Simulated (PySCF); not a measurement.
# What a change does: NMR shielding calculation on C₂H₅F₃Si

System: C₂H₅F₃Si, SMILES FC(F)(F)C[SiH3].
Method of the first run: GIAO PBE0/6-31G NMR shielding, non-relativistic, gas phase (PySCF 2.14.0).

The geometry comes from this level: PBE0-D3(BJ)/def2-SVP. Text and figures count atoms from 1; the logs count them from 0 in places.

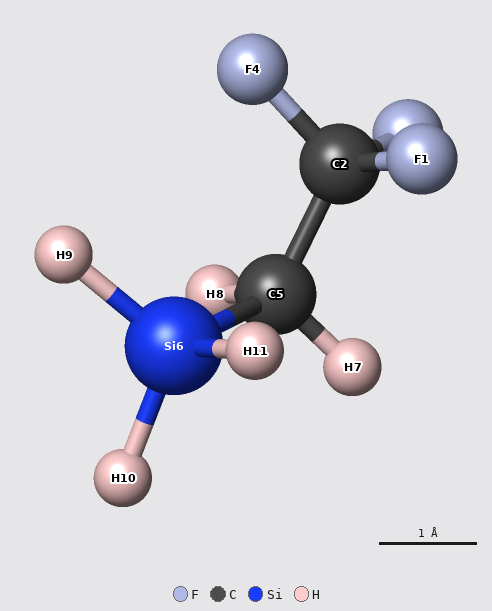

Fig. 1: The structure (ball-and-stick view, seen at a tilt; atoms are numbered from 1 in the order of the input). Bond lengths as drawn: C–C 1.50 Å, C–F 1.34 Å, C–H 1.10 Å, C–Si 1.90 Å and H–Si 1.49 Å.

The input, the first run:
```
{"job": {"kind": "nmr", "xc": "PBE0", "basis": "6-31G", "pop": true}, "charge": 0, "multiplicity": 1}
F     -1.168908     1.531911    -0.717190
C     -1.352122     0.332355    -0.150523
F     -2.458831    -0.191913    -0.689462
F     -1.606520     0.541188     1.147731
C     -0.160396    -0.560059    -0.343387
Si     1.470029     0.064571     0.401937
H     -0.024627    -0.713329    -1.425055
H     -0.399808    -1.541910     0.093304
H      1.352917     0.190108     1.882837
H      2.518121    -0.945189     0.069810
H      1.843320     1.381531    -0.188411
```

The first line tells a small driver script what to run in PySCF; the rest is the geometry in Å.

Hardware: 1 CPU thread, shared host.

Output (the first run):
```
coarse grid: 10160 points
cycle   1  E = -667.4611662353  dE =  8.242e-01  |g| = 8.650e-01  |ddm| = 2.938e+00
cycle   2  E = -667.3389605899  dE =  1.222e-01  |g| = 1.254e+00  |ddm| = 1.564e+00
cycle   3  E = -667.6153241961  dE = -2.764e-01  |g| = 5.357e-02  |ddm| = 8.767e-01
cycle   4  E = -667.6159165868  dE = -5.924e-04  |g| = 2.494e-02  |ddm| = 6.551e-02
cycle   5  E = -667.6160692597  dE = -1.527e-04  |g| = 1.773e-03  |ddm| = 2.568e-02
cycle   6  E = -667.6160704432  dE = -1.183e-06  |g| = 3.536e-04  |ddm| = 3.392e-03
final grid: 96016 points
cycle   7  E = -667.6022748922  dE = -1.191e-05  |g| = 6.974e-03  |ddm| = 1.417e-02
cycle   8  E = -667.6022666233  dE =  8.269e-06  |g| = 9.720e-03  |ddm| = 1.293e-02
cycle   9  E = -667.6022848210  dE = -1.820e-05  |g| = 2.586e-04  |ddm| = 7.374e-03
cycle  10  E = -667.6022848350  dE = -1.400e-08  |g| = 1.079e-04  |ddm| = 3.161e-04
cycle  11  E = -667.6022848374  dE = -2.391e-09  |g| = 2.742e-05  |ddm| = 1.064e-04
cycle  12  E = -667.6022848375  dE = -1.537e-10  |g| = 5.962e-06  |ddm| = 2.649e-05
converged SCF energy = -667.6022848375

GIAO shielding tensors (ppm)
atom      isotropic    diamagn.    paramagn.     s11        s22        s33       span
  0 F      264.358     475.555    -211.197    177.258    268.412    347.403    170.145
  1 C       69.055     239.887    -170.832     62.817     69.969     74.378     11.560
  2 F      258.145     472.692    -214.548    173.624    258.702    342.108    168.484
  3 F      264.327     475.604    -211.277    176.698    268.525    347.759    171.060
  4 C      182.460     252.625     -70.165    166.511    170.356    210.514     44.003
  5 Si     492.519     880.572    -388.053    474.101    478.819    524.636     50.535
  6 H       31.192      29.816       1.375     26.072     30.225     37.278     11.206
  7 H       31.178      29.812       1.367     26.065     30.236     37.235     11.170
  8 H       28.762      28.518       0.244     24.919     27.325     34.041      9.123
  9 H       29.070      28.620       0.450     25.490     26.811     34.910      9.420
 10 H       28.757      28.509       0.248     24.908     27.363     33.999      9.091
```

For the second run the input was changed thus:
```diff
-"basis": "6-31G"
+"basis": "STO-3G"
```

Predict how the results change.

The total energy of the second run is 5298.6 kcal/mol higher, which measures the change of basis and not a stability. The HOMO goes from −9.93 to −5.69 eV. The LUMO goes from 0.98 to 7.67 eV. The dipole moment goes from 2.40 to 1.31 D. Of all shieldings, the largest change is that of F3, by +138.2 ppm. The SCF takes 11 iterations against 12. The basis functions go from 68 to 39.

Output (the second run):
```
coarse grid: 10160 points
cycle   1  E = -659.0386485636  dE =  6.111e-01  |g| = 7.329e-01  |ddm| = 3.938e+00
cycle   2  E = -659.0754194484  dE = -3.677e-02  |g| = 7.000e-01  |ddm| = 1.774e+00
cycle   3  E = -659.2112044619  dE = -1.358e-01  |g| = 3.108e-02  |ddm| = 8.428e-01
cycle   4  E = -659.2114662854  dE = -2.618e-04  |g| = 1.321e-02  |ddm| = 6.024e-02
cycle   5  E = -659.2115199479  dE = -5.366e-05  |g| = 1.208e-03  |ddm| = 2.004e-02
cycle   6  E = -659.2115205054  dE = -5.575e-07  |g| = 2.869e-04  |ddm| = 2.522e-03
final grid: 96016 points
cycle   7  E = -659.1583756980  dE = -5.307e-06  |g| = 3.283e-03  |ddm| = 1.039e-02
cycle   8  E = -659.1583757771  dE = -7.908e-08  |g| = 3.264e-03  |ddm| = 8.544e-03
cycle   9  E = -659.1583789506  dE = -3.173e-06  |g| = 7.117e-05  |ddm| = 4.310e-03
cycle  10  E = -659.1583789524  dE = -1.801e-09  |g| = 2.758e-05  |ddm| = 1.590e-04
cycle  11  E = -659.1583789526  dE = -2.581e-10  |g| = 4.757e-06  |ddm| = 4.453e-05
converged SCF energy = -659.1583789526

GIAO shielding tensors (ppm)
atom      isotropic    diamagn.    paramagn.     s11        s22        s33       span
  0 F      399.015     455.184     -56.169    356.271    403.564    437.209     80.938
  1 C      136.830     254.384    -117.554    117.893    143.561    149.035     31.142
  2 F      396.300     453.202     -56.902    352.624    403.116    433.161     80.538
  3 F      398.896     455.240     -56.344    356.187    403.429    437.071     80.884
  4 C      228.024     246.929     -18.905    218.213    219.523    246.336     28.123
  5 Si     582.973     868.509    -285.536    561.191    568.352    619.378     58.187
  6 H       32.111      31.229       0.882     25.930     29.867     40.538     14.608
  7 H       32.106      31.224       0.882     25.936     29.869     40.512     14.576
  8 H       30.744      30.888      -0.144     26.623     28.844     36.765     10.141
  9 H       30.798      30.344       0.454     26.838     28.024     37.531     10.693
 10 H       30.747      30.910      -0.163     26.607     28.900     36.734     10.127
```

The two runs side by side:

```tsv
quantity	the first run	the second run
outcome	converged	converged
total energy (hartree)	−667.602285	−659.158379
HOMO (eV)	−9.93	−5.69
LUMO (eV)	0.98	7.67
dipole moment (D)	2.40	1.31
shielding of F1 (ppm)	264.4	399.0
shielding of C2 (ppm)	69.1	136.8
shielding of F3 (ppm)	258.1	396.3
shielding of F4 (ppm)	264.3	398.9
shielding of C5 (ppm)	182.5	228.0
shielding of Si6 (ppm)	492.5	583.0
shielding of H11 (ppm)	28.8	30.7
SCF iterations	12	11
basis functions	68	39
wall time (shared host)	5.2 s	2.7 s
```
